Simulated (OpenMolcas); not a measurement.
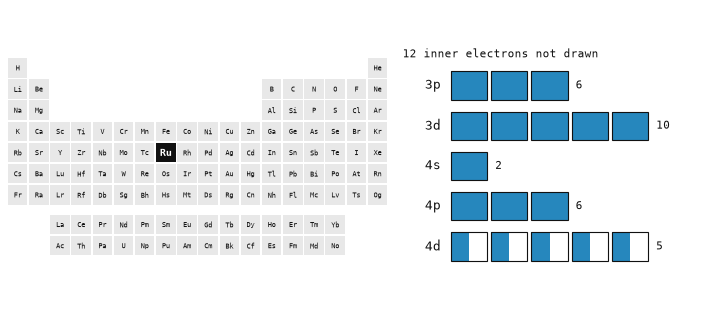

**Figure 1.** Left, the place of ruthenium in the periodic table; right, the outer shells of the leading configuration of the lowest level: a box for each of the 2l + 1 orbitals, shaded by the share of the shell that is filled, with the electron count at the right.

**Multiconfigurational calculation: Ru³⁺ complex (part 1 of 2)**

Ru³⁺ with 6 ligands (O; octahedron, 2.076 Å), embedded in MgO by model potentials and point charges, whose field is part of the energies. Computed at this level: state-averaged CASSCF, active space 5 electrons in the shell 4d, basis ANO-RCC-VTZP on the metal and ANO-RCC-VDZP on the ligands, DKH2 scalar Hamiltonian, spin-orbit coupling by RASSI with atomic mean-field integrals (OpenMolcas).

**Output (extracts)**
```
--- SEWARD ---
Basis set label: RU.ANO-RCC...7S6P4D2F1G.

      Electronic valence basis set:
      ------------------
      Associated Effective Charge  44.000000 au
      Associated Actual Charge     44.000000 au
      Nuclear Model: Point charge

      Shell  nPrim  nBasis  Cartesian Spherical Contaminant
         s      21       7        X
         p      18       6        X
         d      13       4                 X
         f       6       2                 X
         g       4       1                 X
                  Relativistic Douglas-Kroll-Hess integrals:
                    - DKH order of Hamiltonian: 2
                    - DKH order of Properties : 0
                  Atomic mean-field integrals
--- RASSCF ---
Wave function specifications:
      -----------------------------

      Number of closed shell electrons          96
      Number of electrons in active shells       5
      Max number of holes in RAS1 space          0
      Max nr of electrons in RAS3 space          0
      Number of inactive orbitals               48
      Number of active orbitals                  5
      Number of secondary orbitals             123
      Spin quantum number                      2.5
      State symmetry                             1
Orbital specifications:
      -----------------------

      Symmetry species                           1   2
                                                ag  au
      Frozen orbitals                            0   0
      Inactive orbitals                         24  24
      Active orbitals                            5   0
      RAS1 orbitals                              0   0
      RAS2 orbitals                              5   0
      RAS3 orbitals                              0   0
      Secondary orbitals                        61  62
      Deleted orbitals                           0   0
      Number of basis functions                 90  86
      Number of CSFs                             1
      Number of root(s) required                 1
      Iter CI   SX   CI       RASSCF       Energy    max ROT     max BLB   max BLB  Level Ln srch  Step   QN
          iter iter root      energy       change     param      element    value   shift minimum  type update
 Nr of preliminary CI iterations:   1
      Total energies have been shifted. Add                -4000.00 au
        1   1   11    1  -984.38373895    0.00E+00  -7.55E-02   22  67 2 -4.68E-01*  1.30   0.00    SX    NO
        2   1   12    1  -986.08565614   -1.70E+00* -8.81E-02   12  32 2  1.81E-01*  0.98   0.00    SX    NO
        3   1   12    1  -986.48388791   -3.98E-01* -5.64E-02   24  27 1  6.86E-02*  0.78   0.00    SX    NO
        4   1   12    1  -986.54499411   -6.11E-02* -2.70E-02   24  27 1  3.21E-02*  0.71   0.00    SX    NO
        5   1   12    1  -986.55992417   -1.49E-02* -2.54E-02   24  27 1  1.79E-02*  0.70   2.09    LS   YES
        6   1   11    1  -986.56542105   -5.50E-03* -7.40E-03   24  69 2 -9.46E-03*  0.68   1.16    QN   YES
        7   1   10    1  -986.56646711   -1.05E-03* -4.16E-03    7  42 2 -3.59E-03*  0.68   1.58    LS   YES
        8   1   10    1  -986.56662851   -1.61E-04* -8.15E-04   13  62 1 -3.14E-03*  0.68   1.03    QN   YES
        9   1    9    1  -986.56670220   -7.37E-05* -3.82E-04   17  54 1 -8.34E-04*  0.68   1.31    QN   YES
       10   1    8    1  -986.56671056   -8.35E-06* -2.77E-04    7  42 2  2.26E-04*  0.68   1.20    QN   YES
       11   1    7    1  -986.56671161   -1.05E-06* -1.40E-04   24  27 1  1.10E-04*  0.68   1.50    LS   YES
       12   1    7    1  -986.56671173   -1.24E-07* -7.21E-05   17  54 1  1.33E-04*  0.68   0.96    QN   YES
       13   1    7    1  -986.56671191   -1.77E-07* -4.61E-05   17  54 1  4.40E-05   0.68   1.64    LS   YES
       14   1    7    1  -986.56671194   -2.69E-08*  4.81E-05    7  45 2 -5.02E-05   0.68   1.02    QN   YES
       15   1    6    1  -986.56671196   -2.54E-08* -2.32E-05    7  42 2 -2.02E-05   0.68   1.12    QN   YES
       16   1    5    1  -986.56671195    1.08E-08* -1.49E-05   12  32 2  7.88E-06   0.68   0.08    LS   YES
       17   1    5    1  -986.56671195    3.04E-09  -1.13E-05    7  42 2 -1.27E-05   0.68  -0.04    QN   YES
      Convergence after 17 iterations
       18   1    5    1  -986.56671195   -2.23E-09  -1.13E-05   12  32 2  6.01E-06   0.68  -0.04    QN   YES
      Natural orbitals and occupation numbers for root  1
      sym 1:   1.000000   1.000000   1.000000   1.000000   1.000000
::    RASSCF root number  1 Total energy:  -4986.56671195
--- RASSCF ---
Wave function specifications:
      -----------------------------

      Number of closed shell electrons          96
      Number of electrons in active shells       5
      Max number of holes in RAS1 space          0
      Max nr of electrons in RAS3 space          0
      Number of inactive orbitals               48
      Number of active orbitals                  5
      Number of secondary orbitals             123
      Spin quantum number                      1.5
      State symmetry                             1
Orbital specifications:
      -----------------------

      Symmetry species                           1   2
                                                ag  au
      Frozen orbitals                            0   0
      Inactive orbitals                         24  24
      Active orbitals                            5   0
      RAS1 orbitals                              0   0
      RAS2 orbitals                              5   0
      RAS3 orbitals                              0   0
      Secondary orbitals                        61  62
      Deleted orbitals                           0   0
      Number of basis functions                 90  86
      Number of CSFs                            24
      Number of root(s) required                24
      Iter CI   SX   CI       RASSCF       Energy    max ROT     max BLB   max BLB  Level Ln srch  Step   QN
          iter iter root      energy       change     param      element    value   shift minimum  type update
 Nr of preliminary CI iterations:   1
      Total energies have been shifted. Add                -4000.00 au
        1   1   10    0  -986.43799365    0.00E+00  -1.14E-02   26  32 1 -1.52E-02*  0.69   0.00    SX    NO
        2   1   10    0  -986.44023215   -2.24E-03*  7.19E-03   26  32 1 -8.27E-03*  0.68   0.00    SX    NO
        3   1    9    0  -986.44100260   -7.70E-04*  4.54E-03   26  32 1 -5.02E-03*  0.68   0.00    SX    NO
        4   1    9    0  -986.44128557   -2.83E-04*  2.92E-03   21  28 1 -3.08E-03*  0.68   0.00    SX    NO
        5   1    9    0  -986.44139220   -1.07E-04*  4.29E-03   21  28 1 -1.97E-03*  0.68   2.50    LS   YES
        6   1    8    0  -986.44145738   -6.52E-05* -6.25E-04   16  30 1 -4.98E-04*  0.68   1.10    QN   YES
        7   1    7    0  -986.44145891   -1.53E-06*  3.57E-04   16  30 1 -2.65E-04*  0.68   1.43    QN   YES
        8   1    7    0  -986.44145940   -4.88E-07*  1.48E-04   17  29 1 -9.20E-05   0.68   1.37    QN   YES
        9   1    7    0  -986.44145950   -1.07E-07*  5.25E-05   10  44 2 -3.68E-05   0.68   1.24    QN   YES
       10   1    6    0  -986.44145950   -5.39E-10  -2.17E-05   16  32 2 -1.89E-05   0.68   0.31    QN   YES
      Convergence after 10 iterations
       11   1    6    0  -986.44145950    2.06E-10  -2.17E-05   16  30 1  7.63E-06   0.68   0.31    QN   YES
      Natural orbitals and occupation numbers for root  1
      sym 1:   1.000614   1.989941   0.999238   1.000149   0.010057
      Natural orbitals and occupation numbers for root  2
      sym 1:   1.000594   1.000138   0.010047   1.989952   0.999269
      Natural orbitals and occupation numbers for root  3
      sym 1:   1.990079   0.999809   1.000180   1.000011   0.009921
::    RASSCF root number  1 Total energy:  -4986.57858557
::    RASSCF root number  2 Total energy:  -4986.57858557
::    RASSCF root number  3 Total energy:  -4986.57858557
::    RASSCF root number  4 Total energy:  -4986.55279271
::    RASSCF root number  5 Total energy:  -4986.55279271
::    RASSCF root number  6 Total energy:  -4986.55279271
::    RASSCF root number  7 Total energy:  -4986.47065754
::    RASSCF root number  8 Total energy:  -4986.46715995
::    RASSCF root number  9 Total energy:  -4986.46715995
::    RASSCF root number 10 Total energy:  -4986.45680167
::    RASSCF root number 11 Total energy:  -4986.45680167
::    RASSCF root number 12 Total energy:  -4986.45680167
::    RASSCF root number 13 Total energy:  -4986.44538101
::    RASSCF root number 14 Total energy:  -4986.44538101
::    RASSCF root number 15 Total energy:  -4986.41326449
::    RASSCF root number 16 Total energy:  -4986.41326449
::    RASSCF root number 17 Total energy:  -4986.41326449
::    RASSCF root number 18 Total energy:  -4986.40119244
::    RASSCF root number 19 Total energy:  -4986.32923344
::    RASSCF root number 20 Total energy:  -4986.32923344
::    RASSCF root number 21 Total energy:  -4986.32923344
::    RASSCF root number 22 Total energy:  -4986.30202084
::    RASSCF root number 23 Total energy:  -4986.30202084
::    RASSCF root number 24 Total energy:  -4986.30202084
--- RASSCF ---
Wave function specifications:
      -----------------------------

      Number of closed shell electrons          96
      Number of electrons in active shells       5
      Max number of holes in RAS1 space          0
      Max nr of electrons in RAS3 space          0
      Number of inactive orbitals               48
      Number of active orbitals                  5
      Number of secondary orbitals             123
      Spin quantum number                      0.5
      State symmetry                             1
Orbital specifications:
      -----------------------

      Symmetry species                           1   2
                                                ag  au
      Frozen orbitals                            0   0
      Inactive orbitals                         24  24
      Active orbitals                            5   0
      RAS1 orbitals                              0   0
      RAS2 orbitals                              5   0
      RAS3 orbitals                              0   0
      Secondary orbitals                        61  62
      Deleted orbitals                           0   0
      Number of basis functions                 90  86
      Number of CSFs                            75
      Number of root(s) required                75
      Iter CI   SX   CI       RASSCF       Energy    max ROT     max BLB   max BLB  Level Ln srch  Step   QN
          iter iter root      energy       change     param      element    value   shift minimum  type update
 Nr of preliminary CI iterations:   1
      Total energies have been shifted. Add                -4000.00 au
        1   1   10    0  -986.36841632    0.00E+00  -7.15E-03   25  31 1 -8.87E-03*  0.67   0.00    SX    NO
        2   1   10    0  -986.36923962   -8.23E-04*  4.44E-03   25  31 1 -5.09E-03*  0.66   0.00    SX    NO
        3   1    9    0  -986.36952515   -2.86E-04*  2.89E-03   19  25 1 -3.05E-03*  0.66   0.00    SX    NO
        4   1    9    0  -986.36963072   -1.06E-04*  1.88E-03   19  25 1 -1.98E-03*  0.66   0.00    SX    NO
        5   1    9    0  -986.36967091   -4.02E-05*  2.79E-03   19  25 1 -1.30E-03*  0.66   2.50    LS   YES
        6   1    7    0  -986.36969585   -2.49E-05* -4.85E-04   16  30 1 -3.11E-04*  0.66   1.11    QN   YES
        7   1    7    0  -986.36969664   -7.92E-07*  3.18E-04   16  30 1 -1.79E-04*  0.66   1.59    QN   YES
        8   1    7    0  -986.36969697   -3.25E-07*  1.32E-04   17  27 1 -7.78E-05   0.66   1.32    QN   YES
        9   1    6    0  -986.36969702   -5.70E-08* -4.62E-05   16  32 2 -2.31E-05   0.66   1.23    QN   YES
       10   1    6    0  -986.36969701    9.25E-09  -8.26E-06   16  32 2 -1.23E-05   0.66   0.12    QN   YES
      Convergence after 10 iterations
       11   1    6    0  -986.36969701    1.16E-10  -8.26E-06   16  32 2 -6.75E-06   0.66   0.12    QN   YES
      Natural orbitals and occupation numbers for root  1
      sym 1:   0.029843   1.971990   1.018707   1.972006   0.007454
      Natural orbitals and occupation numbers for root  2
      sym 1:   1.972068   0.007462   1.018638   1.972051   0.029782
      Natural orbitals and occupation numbers for root  3
      sym 1:   1.971995   0.029837   1.972012   1.018701   0.007454
::    RASSCF root number  1 Total energy:  -4986.63934925
::    RASSCF root number  2 Total energy:  -4986.63934925
::    RASSCF root number  3 Total energy:  -4986.63934925
::    RASSCF root number  4 Total energy:  -4986.53370483
::    RASSCF root number  5 Total energy:  -4986.53370483
::    RASSCF root number  6 Total energy:  -4986.53370483
::    RASSCF root number  7 Total energy:  -4986.53331781
::    RASSCF root number  8 Total energy:  -4986.52389662
::    RASSCF root number  9 Total energy:  -4986.52389662
::    RASSCF root number 10 Total energy:  -4986.52389662
::    RASSCF root number 11 Total energy:  -4986.51641566
::    RASSCF root number 12 Total energy:  -4986.51641566
::    RASSCF root number 13 Total energy:  -4986.49316480
::    RASSCF root number 14 Total energy:  -4986.49316480
::    RASSCF root number 15 Total energy:  -4986.49316480
::    RASSCF root number 16 Total energy:  -4986.48554038
::    RASSCF root number 17 Total energy:  -4986.48554038
::    RASSCF root number 18 Total energy:  -4986.48554038
::    RASSCF root number 19 Total energy:  -4986.47218020
::    RASSCF root number 20 Total energy:  -4986.45119475
::    RASSCF root number 21 Total energy:  -4986.45119475
::    RASSCF root number 22 Total energy:  -4986.42545371
::    RASSCF root number 23 Total energy:  -4986.41770642
::    RASSCF root number 24 Total energy:  -4986.41770642
::    RASSCF root number 25 Total energy:  -4986.41770642
::    RASSCF root number 26 Total energy:  -4986.40680866
::    RASSCF root number 27 Total energy:  -4986.40680866
::    RASSCF root number 28 Total energy:  -4986.39658940
::    RASSCF root number 29 Total energy:  -4986.39658940
::    RASSCF root number 30 Total energy:  -4986.39658940
--- RASSI ---
SPIN-FREE ENERGIES:
  (Shifted by EMIN (a.u.) =      -4986.6393492543)

 SF State       Relative EMIN(au)   Rel lowest level(eV)    D:o, cm**(-1)

    26             0.0000000000        0.0000000000              0.0000
    27             0.0000000000        0.0000000000              0.0000
    28             0.0000000000        0.0000000000              0.0000
     4             0.0607636836        1.6534640632          13336.0871
     2             0.0607636836        1.6534640632          13336.0871
     3             0.0607636836        1.6534640632          13336.0871
     1             0.0726373037        1.9765617272          15942.0455
     7             0.0865565441        2.3553235546          18996.9656
     5             0.0865565441        2.3553235546          18996.9656
     6             0.0865565441        2.3553235546          18996.9656
    29             0.1056444235        2.8747312120          23186.2709
    30             0.1056444235        2.8747312120          23186.2709
    31             0.1056444235        2.8747312120          23186.2709
    32             0.1060314409        2.8852624913          23271.2114
    33             0.1154526308        3.1416261286          25338.9236
    34             0.1154526308        3.1416261286          25338.9236
    35             0.1154526308        3.1416261286          25338.9236
    36             0.1229335874        3.3451933293          26980.8038
    37             0.1229335874        3.3451933293          26980.8038
    38             0.1461844476        3.9778814657          32083.7777
    39             0.1461844476        3.9778814657          32083.7777
    40             0.1461844476        3.9778814657          32083.7777
    41             0.1538088710        4.1853525978          33757.1453
    42             0.1538088710        4.1853525978          33757.1453
    43             0.1538088710        4.1853525978          33757.1453
    44             0.1671690493        4.5489015701          36689.3655
     8             0.1686917130        4.5903353593          37023.5515
    10             0.1721892999        4.6855095476          37791.1831
     9             0.1721892999        4.6855095476          37791.1831
    12             0.1825475806        4.9673727239          40064.5630
    13             0.1825475806        4.9673727239          40064.5630
    11             0.1825475806        4.9673727239          40064.5630
    45             0.1881544973        5.1199447000          41295.1389
    46             0.1881544973        5.1199447000          41295.1389
    14             0.1939682458        5.2781448551          42571.1092
    15             0.1939682458        5.2781448551          42571.1092
    47             0.2138955404        5.8203941653          46944.6449
    48             0.2216428274        6.0312085847          48644.9778
    49             0.2216428274        6.0312085847          48644.9778
    50             0.2216428274        6.0312085847          48644.9778
Eigenvalues of complex Hamiltonian:
   -----------------------------------
  (Shifted by EMIN (a.u.) =      -4986.6393492543)

 SO State       Relative EMIN(au)   Rel lowest level(eV)    D:o, cm**(-1)
```

(Continued in part 2.) Outcome of the run: converged.
